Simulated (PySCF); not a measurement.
Bond stretch in SeH, doublet.

CASSCF(7,5)/cc-pVDZ (PySCF); UCCSD = CCSD on UHF/cc-pVDZ, 9 core orbitals frozen in PySCF; UHF/cc-pVDZ (PySCF); UKS-PBE = unrestricted PBE/cc-pVDZ (PySCF); ROHF/cc-pVDZ (PySCF).

Energies are in kcal/mol, each relative to the lowest point of its own curve near equilibrium.

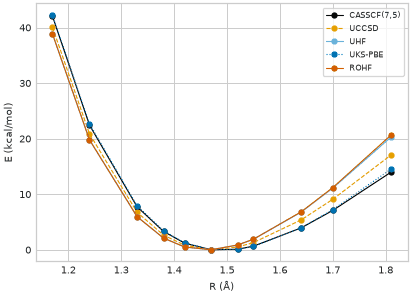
Energy against bond length for each method.

```json
[
 {"R / Å": "1.17", "CASSCF(7,5)": "42.1", "UCCSD": "40.0", "UHF": "38.9", "UKS-PBE": "42.2", "ROHF": "38.9"},
 {"R / Å": "1.24", "CASSCF(7,5)": "22.4", "UCCSD": "20.9", "UHF": "19.8", "UKS-PBE": "22.7", "ROHF": "19.8"},
 {"R / Å": "1.33", "CASSCF(7,5)": "7.7", "UCCSD": "6.7", "UHF": "6.0", "UKS-PBE": "7.9", "ROHF": "6.0"},
 {"R / Å": "1.38", "CASSCF(7,5)": "3.3", "UCCSD": "2.6", "UHF": "2.1", "UKS-PBE": "3.4", "ROHF": "2.1"},
 {"R / Å": "1.42", "CASSCF(7,5)": "1.2", "UCCSD": "0.8", "UHF": "0.5", "UKS-PBE": "1.2", "ROHF": "0.5"},
 {"R / Å": "1.47", "CASSCF(7,5)": "0.0", "UCCSD": "0.0", "UHF": "0.0", "UKS-PBE": "0.0", "ROHF": "0.0"},
 {"R / Å": "1.52", "CASSCF(7,5)": "0.1", "UCCSD": "0.5", "UHF": "0.8", "UKS-PBE": "0.1", "ROHF": "0.9"},
 {"R / Å": "1.55", "CASSCF(7,5)": "0.6", "UCCSD": "1.3", "UHF": "1.9", "UKS-PBE": "0.6", "ROHF": "1.9"},
 {"R / Å": "1.64", "CASSCF(7,5)": "3.9", "UCCSD": "5.4", "UHF": "6.8", "UKS-PBE": "3.9", "ROHF": "6.8"},
 {"R / Å": "1.70", "CASSCF(7,5)": "7.1", "UCCSD": "9.1", "UHF": "11.1", "UKS-PBE": "7.2", "ROHF": "11.2"},
 {"R / Å": "1.81", "CASSCF(7,5)": "14.0", "UCCSD": "17.0", "UHF": "20.3", "UKS-PBE": "14.5", "ROHF": "20.6"}
]
```

At the longest distance, 1.81 Å, ROHF lies highest above its minimum (20.6 kcal/mol) and CASSCF(7,5) lowest (14.0 kcal/mol).

The scan ran from 1.17 to 5.92 Å; beyond the distances shown one of the unrestricted levels run for this scan, shown here or not, changes its spin distribution in one step.
